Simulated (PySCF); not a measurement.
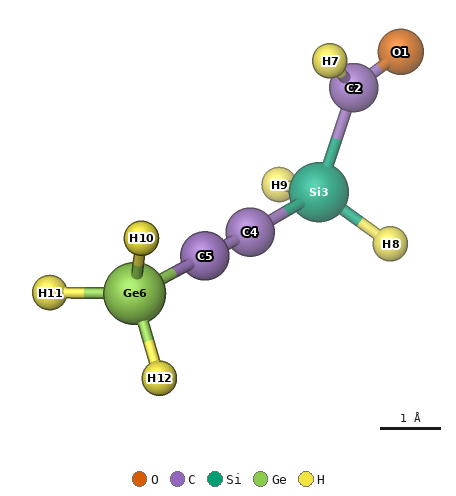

Figure 1. The input geometry of run 1 (ball-and-stick view, seen at a tilt; atoms are numbered from 1 in the order of the input). Sticks mark near contacts.

## C3H6GeOSi: one change and its effect

System: C3H6GeOSi.
Method of run 1: TDDFT LDA/def2-SVPD, vertical, gas phase, core orbitals frozen in the response (PySCF 2.14.0).

The geometry comes from this level: PBE0-D3(BJ)/def2-SVP. Text and figures count atoms from 1; the logs count them from 0 in places.

**The input, run 1**
```
{"job": {"kind": "uv", "xc": "LDA", "basis": "def2-SVPD", "ip": true}, "charge": 0, "multiplicity": 1}
O     -3.854208     1.166424     0.227849
C     -2.662519     1.018960     0.319473
Si    -1.814362    -0.510972    -0.510197
C     -0.005852    -0.430747    -0.240303
C      1.195565    -0.323229    -0.030358
Ge     3.068121    -0.157039     0.280658
H     -2.034248     1.763063     0.884714
H     -2.130254    -0.478386    -1.966296
H     -2.386728    -1.741991     0.105275
H      3.346522     1.254049     0.816222
H      3.487160    -1.213322     1.311639
H      3.802839    -0.380127    -1.047697
```

The first line tells a small driver script what to run in PySCF; the rest is the geometry in Å.

Launched with:
```bash
OMP_NUM_THREADS=1 python <driver script> task.json out
```

Hardware: 1 CPU thread, shared host.

**Output (run 1)**
```
coarse grid: 49384 points
cycle   1  E = -2552.9702457975  dE = -1.035e-01  |g| = 9.638e-01  |ddm| = 7.074e+00
cycle   2  E = -2551.8021008561  dE =  1.168e+00  |g| = 2.446e+00  |ddm| = 3.462e+00
cycle   3  E = -2553.0701696691  dE = -1.268e+00  |g| = 5.719e-01  |ddm| = 2.651e+00
cycle   4  E = -2553.1316743807  dE = -6.150e-02  |g| = 1.232e-01  |ddm| = 6.825e-01
cycle   5  E = -2553.1286759318  dE =  2.998e-03  |g| = 1.609e-01  |ddm| = 3.410e-01
cycle   6  E = -2553.1353048359  dE = -6.629e-03  |g| = 3.525e-02  |ddm| = 2.238e-01
cycle   7  E = -2553.1356612351  dE = -3.564e-04  |g| = 8.730e-03  |ddm| = 5.244e-02
cycle   8  E = -2553.1356814354  dE = -2.020e-05  |g| = 1.884e-03  |ddm| = 1.791e-02
cycle   9  E = -2553.1356821539  dE = -7.184e-07  |g| = 6.261e-04  |ddm| = 4.006e-03
final grid: 102032 points
cycle  10  E = -2553.1356553164  dE =  3.368e-07  |g| = 1.342e-03  |ddm| = 6.340e-03
cycle  11  E = -2553.1356527881  dE =  2.528e-06  |g| = 3.614e-03  |ddm| = 5.847e-03
cycle  12  E = -2553.1356556549  dE = -2.867e-06  |g| = 7.197e-04  |ddm| = 3.794e-03
cycle  13  E = -2553.1356557863  dE = -1.314e-07  |g| = 1.021e-04  |ddm| = 8.466e-04
cycle  14  E = -2553.1356557890  dE = -2.737e-09  |g| = 2.294e-05  |ddm| = 1.363e-04
cycle  15  E = -2553.1356557891  dE = -1.360e-10  |g| = 4.549e-06  |ddm| = 4.168e-05
converged SCF energy = -2553.1356557891

Static polarisability (au): isotropic 108.184, principal 76.781 91.484 156.288

Singlet excitations
state   eV       nm        f      main configurations
  1   2.9425    421.4   0.00060   H->L 1.00
  2   4.0269    307.9   0.00784   H-1->L 0.99
  3   4.1922    295.7   0.00012   H-2->L 0.96
  4   4.2868    289.2   0.00941   H->L+2 0.86, H->L+1 0.10
  5   4.3107    287.6   0.09339   H->L+1 0.86, H->L+2 0.10
  6   5.1838    239.2   0.00088   H->L+3 1.00
  7   5.4640    226.9   0.00021   H-1->L+1 0.94
  8   5.6754    218.5   0.00199   H->L+4 0.93
  9   5.7205    216.7   0.00840   H-3->L 0.71, H-5->L 0.22
 10   5.7678    215.0   0.00015   H-4->L 1.00

Triplet excitations (Tamm-Dancoff, eV): 2.3852 3.9141 3.9669 4.1401
Vertical ionisation energy (delta-SCF) = 8.9234 eV
Vertical electron affinity (delta-SCF) = 0.4833 eV
```

For run 2 the input was changed thus:
```diff
-"xc": "LDA"
+"xc": "HF"
```

What does this change do to the results?

The total energies belong to different methods, so their difference says nothing on which is more stable or more accurate. The HOMO goes from −5.93 to −10.64 eV. The LUMO goes from −3.29 to 1.79 eV. The dipole moment goes from 2.83 to 3.57 D. The lowest excitation goes from 2.94 to 3.59 eV. The strongest computed line goes from 4.31 to 8.79 eV. The method changes from LDA to HF. Exact exchange removes part of the self-interaction error of semilocal functionals, which pushes filled and empty levels apart. The SCF takes 12 iterations against 15.

**Output (run 2)**
```
final grid: 102032 points
cycle   1  E = -2555.5334090494  dE = -5.417e-02  |g| = 7.430e-01  |ddm| = 4.698e+00
cycle   2  E = -2555.6268609223  dE = -9.345e-02  |g| = 5.917e-01  |ddm| = 2.271e+00
cycle   3  E = -2555.6921132573  dE = -6.525e-02  |g| = 8.169e-02  |ddm| = 7.229e-01
cycle   4  E = -2555.6952532756  dE = -3.140e-03  |g| = 3.236e-02  |ddm| = 5.521e-01
cycle   5  E = -2555.6956050001  dE = -3.517e-04  |g| = 1.153e-02  |ddm| = 1.653e-01
cycle   6  E = -2555.6956705132  dE = -6.551e-05  |g| = 6.103e-03  |ddm| = 3.682e-02
cycle   7  E = -2555.6956918564  dE = -2.134e-05  |g| = 2.815e-03  |ddm| = 1.750e-02
cycle   8  E = -2555.6956961583  dE = -4.302e-06  |g| = 8.016e-04  |ddm| = 1.154e-02
cycle   9  E = -2555.6956965396  dE = -3.814e-07  |g| = 2.332e-04  |ddm| = 3.116e-03
cycle  10  E = -2555.6956965740  dE = -3.438e-08  |g| = 5.293e-05  |ddm| = 8.324e-04
cycle  11  E = -2555.6956965761  dE = -2.127e-09  |g| = 1.416e-05  |ddm| = 2.353e-04
cycle  12  E = -2555.6956965763  dE = -2.219e-10  |g| = 7.185e-06  |ddm| = 6.709e-05
converged SCF energy = -2555.6956965763

Static polarisability (au): isotropic 91.632, principal 69.326 78.046 127.525

Singlet excitations
state   eV       nm        f      main configurations
  1   3.5897    345.4   0.00057   H->L+1 0.46, H-2->L+1 0.18, H->L+4 0.11
  2   5.1241    242.0   0.00001   H-1->L+2 0.19, H-1->L+3 0.18, H-2->L+1 0.09
  3   5.6212    220.6   0.00034   H-1->L+1 0.18, H-1->L+4 0.18, H-2->L+3 0.09
  4   5.6259    220.4   0.00012   H-1->L+2 0.15, H-1->L+3 0.14, H-2->L+1 0.12
  5   8.0881    153.3   0.33215   H->L+2 0.43, H->L+6 0.15, H->L 0.13
  6   8.2596    150.1   0.01402   H->L 0.31, H-2->L 0.19, H->L+3 0.10
  7   8.2872    149.6   0.00263   H-1->L 0.66, H-1->L+3 0.12
  8   8.4702    146.4   0.65761   H-1->L+1 0.34, H->L+3 0.13, H->L+6 0.10
  9   8.5506    145.0   0.00150   H-9->L+1 0.25, H->L+1 0.17, H-2->L+4 0.13
 10   8.7864    141.1   0.83733   H-2->L+2 0.18, H-1->L+1 0.14, H-7->L+1 0.10

Triplet excitations (Tamm-Dancoff, eV): 2.8800 3.9204 4.7242 4.7262
Vertical ionisation energy (delta-SCF) = 8.5059 eV
```

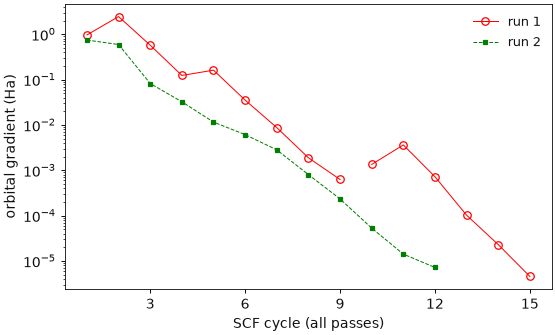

Figure 2. Convergence of the two runs: orbital gradient against the SCF cycle. A break in a curve parts two SCF passes (coarse and final grid). Run 1 takes 15 cycles in all, and run 2 takes 12.

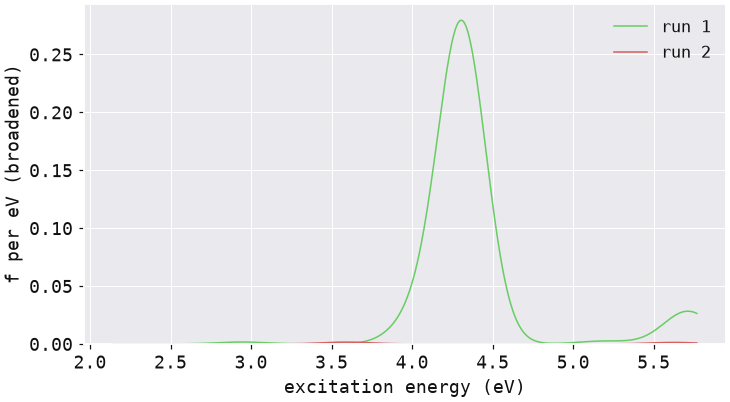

Figure 3. Absorption of the two runs from their computed states, each broadened by a Gaussian of 0.35 eV full width; the range ends where the shorter list of states ends.

**The two runs side by side**

```csv
quantity,run 1,run 2
outcome,converged,converged
total energy (hartree),−2553.135656,−2555.695697
HOMO (eV),−5.93,−10.64
LUMO (eV),−3.29,1.79
dipole moment (D),2.83,3.57
lowest excitation (eV),2.94,3.59
SCF iterations,15,12
strongest computed line (eV),4.31,8.79
basis functions,193,193
wall time (shared host),99 s,68 s
```

For both runs: Spin–orbit coupling is left out, which matters for the heavy atoms.
